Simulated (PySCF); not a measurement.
# CH6GaN (SMILES [CH3][GaH][NH2]): levels of theory compared

Aim: a comparison of 5 runs (HF/def2-SVP, B3LYP/6-31G*, PBE0/def2-SVP, TPSSh/def2-SVP, MP2/def2-SVP) of CH6GaN. Input form: a Python script.

Program for the calculation: PySCF 2.14.0.

## 1. The structure to begin with

CH6GaN has 9 atoms, charge 0, and is taken as a singlet. SMILES: `[CH3][GaH][NH2]`. Geometry: relaxed at PBE0-D4/def2-TZVP.

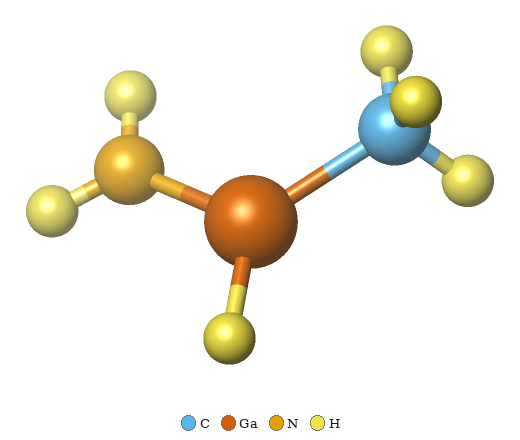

The structure, seen from a chosen angle (carbon blue, gallium orange, nitrogen amber, hydrogen yellow).

## 2. Energy and forces at HF/def2-SVP (run 1)

Input file input.xyz:

```xyz
9
CH6GaN
C     -0.279100     0.944700    -1.124800
Ga     0.513400    -0.531900    -0.104400
N     -0.068200    -0.807600     1.596800
H     -0.756000     0.568300    -2.033100
H      0.493400     1.652200    -1.435600
H     -1.026300     1.483500    -0.540100
H      1.617900    -1.521300    -0.608700
H      0.276500    -1.536600     2.197700
H     -0.771600    -0.251300     2.052200
```

Input file calc.py:

```python
from pyscf import gto, scf

mol = gto.Mole()
mol.atom = 'input.xyz'
mol.max_memory = 1860
mol.verbose = 4
mol.basis = 'def2-svp'
mol.charge = 0
mol.build()

myscf = scf.RHF(mol)
myscf.conv_tol = 1e-10
myscf.kernel()
if not myscf.converged:
    myscf = myscf.newton().run(myscf.mo_coeff, myscf.mo_occ)

e_tot = myscf.e_tot
print('Final energy', e_tot)
grad = myscf.nuc_grad_method().kernel()
dip = myscf.dip_moment()
pop, q = myscf.mulliken_pop()
```

Run with:

```console
$ OMP_NUM_THREADS=1 python calc.py
```

Log:

```text
PySCF version 2.14.0

[... 65 lines left out ...]
converged SCF energy = -2018.75461245909
Final energy -2018.754612459089
[... 11 lines left out ...]
Dipole moment(X, Y, Z, Debye): -0.49380,  0.30267,  0.48014
[... 100 lines left out ...]
charge of    8H =      0.13502
```

It took 5.7 s on 1 thread of Intel Xeon 6975P-C (Granite Rapids), shared host; peak memory 0.18 GiB.

## 3. Energy and forces at B3LYP/6-31G(d) (spherical functions) (run 2)

Input file run.py:

```python
from pyscf import gto, dft

mol = gto.M(
    atom='''
C     -0.527423     1.785224    -2.125564
Ga     0.970185    -1.005145    -0.197287
N     -0.128879    -1.526143     3.017515
H     -1.428633     1.073931    -3.842002
H      0.932391     3.122206    -2.712891
H     -1.939426     2.803409    -1.020641
H      3.057388    -2.874840    -1.150276
H      0.522509    -2.903753     4.153051
H     -1.458113    -0.474888     3.878096
''',
    spin=0,
    basis='6-31g*',
    verbose=4,
    max_memory=1860,
    unit='bohr',
)

ks = dft.RKS(mol, xc='b3lyp')
ks.conv_tol = 1e-10
ks.grids.level = 5
ks.kernel()
if not ks.converged:
    ks = ks.newton().run(ks.mo_coeff, ks.mo_occ)

e_final = ks.e_tot
print(f'total energy: {e_final:.8f} hartree')
grad = ks.nuc_grad_method().kernel()
dip = ks.dip_moment()
pop, q = ks.mulliken_pop()
```

Run with:

```console
$ OMP_NUM_THREADS=1 python run.py
```

Log:

```text
PySCF version 2.14.0

[... 77 lines left out ...]
converged SCF energy = -2021.10170889183
total energy: -2021.10170889 hartree
[... 12 lines left out ...]
Dipole moment(X, Y, Z, Debye): -0.64449,  0.35025,  0.70613
[... 82 lines left out ...]
charge of    8H =      0.32329
```

It took 18 s on 1 thread of Intel Xeon 6975P-C (Granite Rapids), shared host; peak memory 0.71 GiB.

Runs 3 to 4 aren't shown in full; the table further down has their settings and results.

## 4. Energy and gradient at MP2/def2-SVP (run 5)

Input file calc.py:

```python
# [CH3][GaH][NH2]
from pyscf import gto, mp

mol = gto.Mole()
mol.atom = '''
C   -0.279100   0.944700  -1.124800
Ga   0.513400  -0.531900  -0.104400
N   -0.068200  -0.807600   1.596800
H   -0.756000   0.568300  -2.033100
H    0.493400   1.652200  -1.435600
H   -1.026300   1.483500  -0.540100
H    1.617900  -1.521300  -0.608700
H    0.276500  -1.536600   2.197700
H   -0.771600  -0.251300   2.052200
'''
mol.basis = 'def2-svp'
mol.verbose = 4
mol.max_memory = 1860
mol.build()

mf = mol.RHF()
mf.conv_tol = 1e-10
mf.kernel()
if not mf.converged:
    mf = mf.newton().run(mf.mo_coeff, mf.mo_occ)

pt = mp.MP2(mf, frozen=11).run()
e_final = pt.e_tot
print('Final energy', e_final)
grad = pt.nuc_grad_method().kernel()
mf.analyze()
```

Run with:

```console
$ OMP_NUM_THREADS=1 python calc.py
```

Log:

```text
PySCF version 2.14.0

[... 74 lines left out ...]
Final energy -2019.296025865182
[... 22 lines left out ...]
MO #6   energy= -15.5194453169536  occ= 2
[... 11 lines left out ...]
MO #18  energy= -0.907331038410132 occ= 2
[... 11 lines left out ...]
MO #30  energy= 0.254931539467914  occ= 0
[... 11 lines left out ...]
MO #42  energy= 0.646180776724684  occ= 0
[... 11 lines left out ...]
MO #54  energy= 1.10988563843666   occ= 0
[... 11 lines left out ...]
MO #66  energy= 2.04717206983328   occ= 0
[... 11 lines left out ...]
MO #78  energy= 2.61047769305544   occ= 0
[... 11 lines left out ...]
MO #90  energy= 3.74375522725809   occ= 0
[... 102 lines left out ...]
Dipole moment(X, Y, Z, Debye): -0.49380,  0.30267,  0.48014
```

Run time: 10 s. Hardware: 1 thread of Intel Xeon 6975P-C (Granite Rapids), shared host; peak memory 0.88 GiB.

## 5. All runs side by side

```csv
run,level,integration grid,frozen core orbitals,energy (Eh),dipole moment (D) of the reference,HOMO energy (eV),LUMO energy (eV),wall time
1,HF/def2-SVP,–,–,-2018.754612,0.75,-10.45,2.68,5.7 s
2,B3LYP/6-31G* (spherical functions),5,–,-2021.101709,1.02,-6.67,-0.36,18 s
3,PBE0/def2-SVP,5,–,-2020.649323,1.01,-7.03,-0.10,20 s
4,TPSSh/def2-SVP,5,–,-2021.009866,1.10,-6.27,-0.43,33 s
5,MP2/def2-SVP,–,11,-2019.296026,0.75,-10.45,2.68,10 s
```

## 6. Results

| quantity | value |
| --- | --- |
| run 5: total energy | -2019.29603 Eh |
| run 5: dipole moment (Hartree–Fock density) | 0.75 D |
| run 5: HOMO energy (Hartree–Fock orbitals) | -10.45 eV |
| run 5: LUMO energy (Hartree–Fock orbitals) | 2.68 eV |
| run 5: HOMO–LUMO gap (Hartree–Fock orbitals) | 13.13 eV |
| run 5: correlation energy (11 core orbitals frozen) | -541.4 mEh |
| run 5: largest force on an atom | 0.533 eV/Å |

**Reading.** Over runs 1, 2, 3, 4 the dipole moment (its size) runs from 0.75 D (HF/def2-SVP) to 1.10 D (TPSSh/def2-SVP). Over runs 1, 2, 3, 4 the HOMO–LUMO gap runs from 5.84 eV (TPSSh/def2-SVP) to 13.13 eV (HF/def2-SVP). Exact exchange widens orbital gaps. Totals of different functionals can't be ranked against each other. All runs together took 87 s, the longest 33 s.
